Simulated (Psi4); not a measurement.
**CH4ClSi (SMILES C[SiH]Cl): a chain of runs**

Wanted: a geometry optimisation (UBP86-D3(BJ)/6-31G*), then vibrational wavenumbers, then the excited states (TDA-BP86/6-31G*) of CH4ClSi. 

Program for the calculation: Psi4 1.11.

## (1) The molecule

CH4ClSi has 7 atoms, charge 0, and is taken as a doublet. As SMILES, `C[SiH]Cl`. The shape is that of a PBE0-D4/def2-TZVP optimisation. The run starts from this shape.

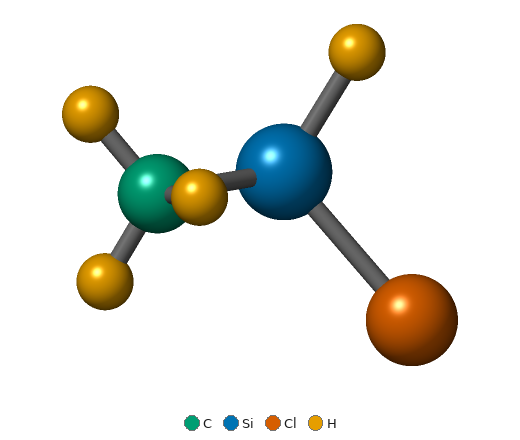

The structure, seen from a chosen angle (carbon teal, silicon blue, chlorine orange, hydrogen amber).

## (2) A geometry optimisation at UBP86-D3(BJ)/6-31G(d) (density fitting, Cartesian functions) (run 1)

Contents of ch4clsi.inp:

```
memory 1.6 GB

molecule {
  0 2
  C     -1.20337760     0.87551011    -0.62171990
  Si     1.89690708    -0.74322928    -0.16554001
  Cl     1.29484034    -4.35185029     1.18599212
  H     -0.89818683     2.80529843    -1.29030500
  H     -2.23365628     0.95053224     1.16860664
  H     -2.36064587    -0.12585576    -2.00367661
  H      3.50430813     0.58978352     1.72664276
  units bohr
  symmetry c1
}

set reference uks
set geom_maxiter 60

opt('bp86-d3bj2b/6-31G*')
print_variables()
```

Started as:

```sh
$ psi4 -n 1 ch4clsi.inp ch4clsi.out
```

ch4clsi.out:

```text
[...]
  Running in c1 symmetry.
[...]
  Nuclear repulsion =  137.451277345688993
[...]
  Multiplicity = 2
[...]
  Nalpha       = 21
  Nbeta        = 20
[...]
    Number of basis functions: 61
[...]
   @DF-UKS iter   1:  -789.96674892570479   -4.00122e-02   1.20563e-02 DIIS/ADIIS
[...]
   @DF-UKS iter   7:  -790.25242036261795   -3.06954e-12   8.17705e-09 DIIS
[...]
   @S^2 Observed:                7.512903378E-01
[...]
  @DF-UKS Final Energy:  -790.25242036261795
   => Energetics <=
    Nuclear Repulsion Energy =            135.3357525724364336
    One-Electron Energy =               -1359.4588545892274851
    Two-Electron Energy =                 489.9786648971407317
    DFT Exchange-Correlation Energy =     -56.0988312505395470
    Empirical Dispersion Energy =          -0.0091519924281267
    VV10 Nonlocal Energy =                  0.0000000000000000
    Total Energy =                       -790.2524203626179542
[...]
 Multipole Moments:
 ------------------------------------------------------------------------------------
     Multipole            Electronic (a.u.)      Nuclear  (a.u.)        Total (a.u.)
 ------------------------------------------------------------------------------------
 L = 1.  Multiply by 2.5417464519 to convert [e a0] to [Debye]
 Dipole X            :          2.9277492           -3.2170835           -0.2893343
 Dipole Y            :         -6.5208850            7.3302060            0.8093210
 Dipole Z            :          1.1400771           -1.3847607           -0.2446836
 Magnitude           :                                                    0.8936357
[...]
  -Total Gradient:
     Atom            X                  Y                   Z
    ------   -----------------  -----------------  -----------------
       1       -0.000006224842     0.000019257246     0.000025056600
       2       -0.000002888501    -0.000025387375    -0.000042279469
       3       -0.000027020184    -0.000023980729    -0.000082241906
       4        0.000002545881     0.000004258782     0.000013883020
       5       -0.000015209484    -0.000010014075    -0.000025156555
       6       -0.000001857399     0.000022768327    -0.000028374493
       7       -0.000020931548    -0.000044294982    -0.000008504088
[...]
```

Standard output:

```text
Optimizer: Optimization complete!
```

Wall time 18 s (1 thread of INTEL XEON PLATINUM 8581C at 2.30GHz (Emerald Rapids), shared host); peak memory 0.49 GiB.

Steps, from the record of the run:

```csv
step,energy from the first frame kept (eV),largest force (eV/Å)
0,0.0000,0.6139
1,-0.0250,0.2269
2,-0.0266,0.0729
3,-0.0267,0.0151
4,-0.0267,0.0046
```

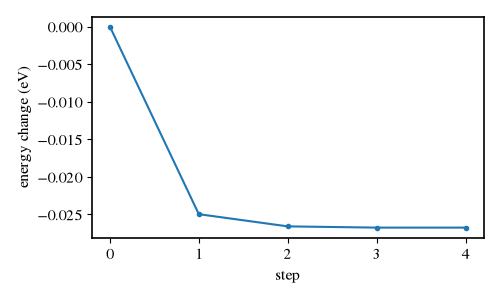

Energy along the run.

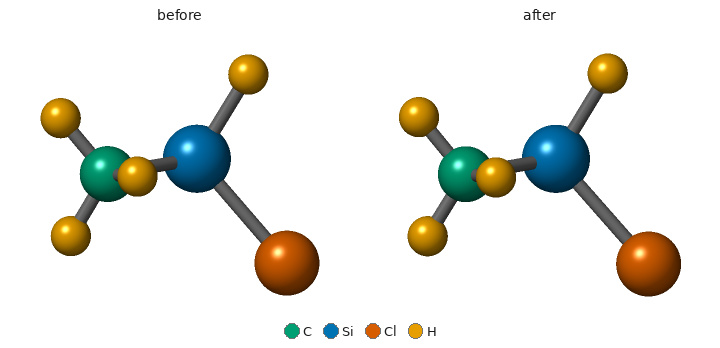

Before and after, at one scale.

After the run. Bond lengths: C1–Si2 1.894 Å, Si2–Cl3 2.100 Å, C1–H4 1.105 Å, C1–H5 1.105 Å, C1–H6 1.102 Å, Si2–H7 1.508 Å. Angles: C1–Si2–Cl3 109.5°, C1–Si2–H7 111.3°, Cl3–Si2–H7 106.5°, Si2–C1–H4 109.7°, Si2–C1–H5 110.3°, Si2–C1–H6 111.2°, H4–C1–H5 108.6°, H4–C1–H6 108.5°, H5–C1–H6 108.5°.

## (3) Vibrational wavenumbers at UBP86-D3(BJ)/6-31G(d) (density fitting, Cartesian functions) (run 2)

Contents of ch4clsi.xyz:

```xyz
7
CH4ClSi
C     -0.655639     0.484702    -0.340895
Si     1.009828    -0.385262    -0.105635
Cl     0.688533    -2.319564     0.647264
H     -0.488819     1.520995    -0.684841
H     -1.210537     0.515712     0.614571
H     -1.275067    -0.036372    -1.089309
H      1.863657     0.332876     0.908551
```

Contents of run.py:

```python
import psi4

psi4.set_memory(1600000000)
psi4.set_num_threads(1)
psi4.core.set_output_file('output.dat', False)

with open('ch4clsi.xyz') as f:
    atoms = ''.join(f.readlines()[2:])
molecule = psi4.geometry('0 2\n' + atoms + '')

psi4.set_options({
    'basis': '6-31G*',
    'reference': 'uks',
    't': 298.15,
    'rotational_symmetry_number': 1,
})

e, wfn = psi4.frequency("bp86-d3bj", molecule=molecule, return_wfn=True)
print(f'bp86-d3bj energy: {e:.10f} Eh')
print('wavenumbers / cm^-1:', wfn.frequencies().np.round(1))
for k in ('ZPVE', 'ENTHALPY', 'GIBBS FREE ENERGY'):
    print(f'{k}: {psi4.variable(k):.8f} Eh')
for k, v in sorted(psi4.core.scalar_variables().items()):
    print(f'{k:45s} {v:18.10f}')
```

Started as:

```sh
$ python run.py
```

output.dat:

```text
[...]
  Running in c1 symmetry.
[...]
  Nuclear repulsion =  135.335754138699826
[...]
  Multiplicity = 2
[...]
  Nalpha       = 21
  Nbeta        = 20
[...]
    Number of basis functions: 61
[...]
   @DF-UKS iter   1:  -789.97645866649066   -1.04846e-01   1.18512e-02 DIIS/ADIIS
[...]
   @DF-UKS iter  13:  -790.25241882638488    0.00000e+00   3.25886e-09 DIIS
[...]
   @S^2 Observed:                7.512907266E-01
[...]
  @DF-UKS Final Energy:  -790.25241882638488
   => Energetics <=
    Nuclear Repulsion Energy =            135.3457049328115431
    One-Electron Energy =               -1359.4784895998577667
    Two-Electron Energy =                 489.9890609900599543
    DFT Exchange-Correlation Energy =     -56.0995428885980161
    Empirical Dispersion Energy =          -0.0091522608005001
    VV10 Nonlocal Energy =                  0.0000000000000000
    Total Energy =                       -790.2524188263848828
[...]
  -Total Gradient:
     Atom            X                  Y                   Z
    ------   -----------------  -----------------  -----------------
       1       -0.000367790481    -0.000280554957    -0.000566887892
       2        0.000222216119     0.000149873785     0.000269194869
       3       -0.000036691398    -0.000037562566    -0.000101918215
       4        0.000027534599     0.000021867244     0.000038366686
       5       -0.000067181943    -0.000056260744    -0.000083974442
       6        0.000383927783     0.000352417170     0.000589468216
       7       -0.000233211535    -0.000207195500    -0.000292107961
[...]
  ==> Harmonic Vibrational Analysis <==
[...]
  Freq [cm^-1]                 141.8081            185.7627            495.6770
[...]
  IR activ [km/mol]             0.0822              1.9471             59.0311
[...]
  Freq [cm^-1]                 529.7001            650.6132            708.6358
[...]
  IR activ [km/mol]             7.1042              4.7741             65.2062
[...]
  Freq [cm^-1]                 793.6999            876.0754           1262.3826
[...]
  IR activ [km/mol]            53.1605             78.5417              8.8538
[...]
  Freq [cm^-1]                1429.6521           1439.6715           2120.0330
[...]
  IR activ [km/mol]             7.0246              5.7262             145.1974
[...]
  Freq [cm^-1]                2973.0669           3054.6190           3075.6072
[...]
  IR activ [km/mol]             1.5393              3.8678              3.0521
[...]
  Total E_0, Enthalpy at 0 [K]                                                         -790.20745616 [Eh]
[...]
  Total H, Enthalpy at  298.15 [K]                                                     -790.20159897 [Eh]
[...]
```

On the terminal:

```text
Warning: used thermodynamics relations inappropriate for low-frequency modes: ['141.8081' '185.7627' '495.6770' '529.7001']
bp86-d3bj energy: -790.2524203633 Eh
wavenumbers / cm^-1: [ 141.8  185.8  495.7  529.7  650.6  708.6  793.7  876.1 1262.4 1429.7
 1439.7 2120.  2973.1 3054.6 3075.6]
ZPVE: 0.04496420 Eh
ENTHALPY: -790.20159897 Eh
GIBBS FREE ENERGY: -790.23609500 Eh
BP86-D3(BJ) DISPERSION CORRECTION ENERGY           -0.0091519922
CURRENT ENERGY                                   -790.2524203633
CURRENT REFERENCE ENERGY                         -790.2524203633
DD SOLVATION ENERGY                                 0.0000000000
DFT FUNCTIONAL TOTAL ENERGY                      -790.2432683711
DFT TOTAL ENERGY                                 -790.2524203633
DFT VV10 ENERGY                                     0.0000000000
DFT XC ENERGY                                     -56.0988313047
DISPERSION CORRECTION ENERGY                       -0.0091519922
ENTHALPY                                         -790.2015989719
ENTHALPY CORRECTION                                 0.0508213914
FINDIF NUMBER                                      37.0000000000
GIBBS FREE ENERGY                                -790.2360950023
GIBBS FREE ENERGY CORRECTION                        0.0163253610
GRID ELECTRONS ALPHA                               21.0000098703
GRID ELECTRONS BETA                                20.0000071467
GRID ELECTRONS TOTAL                               41.0000170170
NUCLEAR REPULSION ENERGY                          135.3357541387
ONE-ELECTRON ENERGY                             -1359.4588551874
PCM POLARIZATION ENERGY                             0.0000000000
PE ENERGY                                           0.0000000000
SCF ITERATION ENERGY                             -790.2524203633
SCF ITERATIONS                                     13.0000000000
SCF TOTAL ENERGY                                 -790.2524203633
THERMAL ENERGY                                   -790.2025431564
THERMAL ENERGY CORRECTION                           0.0498772069
TWO-ELECTRON ENERGY                               489.9786639823
ZERO K ENTHALPY                                  -790.2074561586
ZPVE                                                0.0449642047
```

It took 2.3 min on 1 thread of INTEL XEON PLATINUM 8581C at 2.30GHz (Emerald Rapids), shared host; peak memory 0.49 GiB.

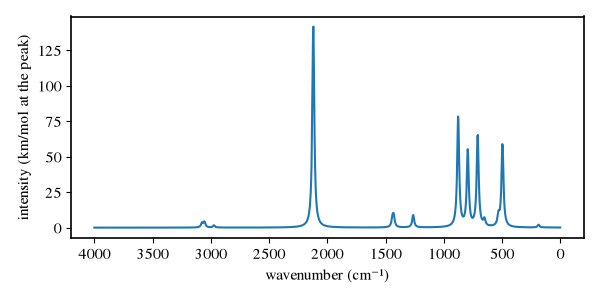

Harmonic infrared spectrum, unscaled, lines broadened by 10 cm⁻¹.

## (4) The vertical excitations at TDA-BP86/6-31G(d) (density fitting, Cartesian functions, save jk yes) (run 3)

Contents of ch4clsi.dat:

```
memory 1600 mb

molecule {
  0 2
  C
  Si 1 R2
  Cl 2 R3 1 A3
  H 1 R4 2 A4 3 D4
  H 1 R5 4 A5 2 D5
  H 1 R6 4 A6 5 D6
  H 2 R7 1 A7 6 D7

  R2 = 1.893664
  R3 = 2.100384
  A3 = 109.45574
  R4 = 1.10455
  A4 = 109.68652
  D4 = 176.95836
  R5 = 1.105346
  A5 = 108.58222
  D5 = 120.60487
  R6 = 1.102421
  A6 = 108.47663
  D6 = 117.78011
  R7 = 1.507753
  A7 = 111.27244
  D7 = 179.48879
  symmetry c1
}

set basis 6-31G*
set reference uks
set save_jk true

from psi4.driver.procrouting.response.scf_response import tdscf_excitations
E, wfn = energy("bp86", return_wfn=True)
states = tdscf_excitations(wfn, states=4, tda=True)
```

Started as:

```sh
$ psi4 -i ch4clsi.dat -o ch4clsi.out -n 1
```

ch4clsi.out:

```text
[...]
  Running in c1 symmetry.
[...]
  Nuclear repulsion =  135.335752148756001
[...]
  Multiplicity = 2
[...]
  Nalpha       = 21
  Nbeta        = 20
[...]
    Number of basis functions: 61
[...]
   @DF-UKS iter   1:  -789.96730665557300   -1.04846e-01   1.18512e-02 ADIIS/DIIS
[...]
   @DF-UKS iter   9:  -790.24326837001979   -4.01043e-08   7.03334e-07 DIIS
[...]
   @S^2 Observed:                7.512903540E-01
[...]
  @DF-UKS Final Energy:  -790.24326837001979
   => Energetics <=
    Nuclear Repulsion Energy =            135.3357521487560007
    One-Electron Energy =               -1359.4590934711718546
    Two-Electron Energy =                 489.9789115545008826
    DFT Exchange-Correlation Energy =     -56.0988386021048058
    Empirical Dispersion Energy =           0.0000000000000000
    VV10 Nonlocal Energy =                  0.0000000000000000
    Total Energy =                       -790.2432683700197913
[...]
 Multipole Moments:
 ------------------------------------------------------------------------------------
     Multipole            Electronic (a.u.)      Nuclear  (a.u.)        Total (a.u.)
 ------------------------------------------------------------------------------------
 L = 1.  Multiply by 2.5417464519 to convert [e a0] to [Debye]
 Dipole X            :          1.0913611           -1.1344006           -0.0430395
 Dipole Y            :         -4.3094916            4.9140763            0.6045847
 Dipole Z            :          5.7123048           -6.3689955           -0.6566907
 Magnitude           :                                                    0.8936541
[...]
**********                               WARNING                                **********
**********       The names of excited state variables changed between 1.5       **********
[...]
**********                               WARNING                                **********
**********  Length-gauge rotatory strengths are **NOT** gauge-origin invariant  **********
[...]
                                    Excitation Energy         Total Energy        Oscillator Strength             Rotatory Strength
[...]
Excited State    1 (1 A):   0.14229 au   320.23 nm f = 0.0040
[...]
Excited State    2 (1 A):   0.16226 au   280.81 nm f = 0.0058
[...]
Excited State    3 (1 A):   0.16927 au   269.18 nm f = 0.0585
[...]
Excited State    4 (1 A):   0.19059 au   239.07 nm f = 0.0060
[...]
**********                               WARNING                                **********
**********       The names of excited state variables changed between 1.5       **********
[...]
```

Run time: 9.6 s. Hardware: 1 thread of INTEL XEON PLATINUM 8581C at 2.30GHz (Emerald Rapids), shared host; peak memory 0.46 GiB.

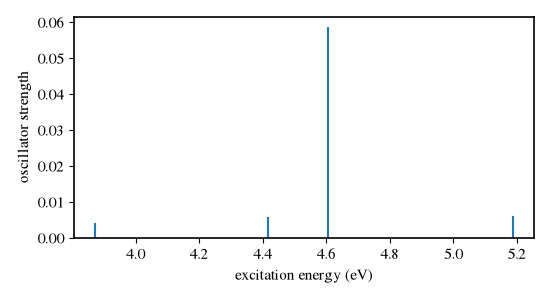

Vertical excitations as sticks.

The roots found:

```csv
excited state,energy (eV),strength,label
1,3.872,0.0040,A 1
2,4.415,0.0058,A 1
3,4.606,0.0585,A 1
4,5.186,0.0060,A 1
```

## (5) Results

```
                                                                             quantity             value
                                  run 1, UBP86-D3(BJ)/6-31G*: total energy at the end     -790.25242 Eh
                                            run 1, UBP86-D3(BJ)/6-31G*: dipole moment            2.27 D
                       run 1, UBP86-D3(BJ)/6-31G*: HOMO energy (highest over α and β)          -5.12 eV
                        run 1, UBP86-D3(BJ)/6-31G*: LUMO energy (lowest over α and β)          -3.52 eV
                                        run 1, UBP86-D3(BJ)/6-31G*: dispersion energy     -24.03 kJ/mol
                                                     run 1, UBP86-D3(BJ)/6-31G*: ⟨S²⟩             0.751
                               run 2, UBP86-D3(BJ)/6-31G*: lowest harmonic wavenumber          142 cm⁻¹
                              run 2, UBP86-D3(BJ)/6-31G*: highest harmonic wavenumber         3076 cm⁻¹
                                        run 2, UBP86-D3(BJ)/6-31G*: zero-point energy      118.1 kJ/mol
run 2, UBP86-D3(BJ)/6-31G*: ideal-gas entropy at 298.15 K (symmetry number 1 as used)  72.6 cal/(mol K)
                            run 3, TDA-BP86/6-31G*: ground-state or mean-field energy     -790.24327 Eh
                       run 3, TDA-BP86/6-31G*: dipole moment (BP86 Kohn–Sham density)            2.27 D
 run 3, TDA-BP86/6-31G*: HOMO energy (BP86 Kohn–Sham orbitals) (highest over α and β)          -5.12 eV
  run 3, TDA-BP86/6-31G*: LUMO energy (BP86 Kohn–Sham orbitals) (lowest over α and β)          -3.52 eV
                            run 3, TDA-BP86/6-31G*: ⟨S²⟩ of the reference determinant             0.751
                                     run 3, TDA-BP86/6-31G*: lowest excitation energy           3.87 eV
```

What this shows: The optimisation (run 1, UBP86-D3(BJ)/6-31G*) took 5 steps and changed the energy by -0.027 eV. All 15 modes (run 2, UBP86-D3(BJ)/6-31G*) are real, so the shape is a minimum at this level. The brightest of the 4 transitions from the ground state lies at 4.61 eV (269 nm, f = 0.058); the lowest, at 3.87 eV, has f = 0.004. Roots above 5.1 eV lie over the negative of the HOMO energy, where those of Rydberg kind are poorly described; valence roots are less touched.
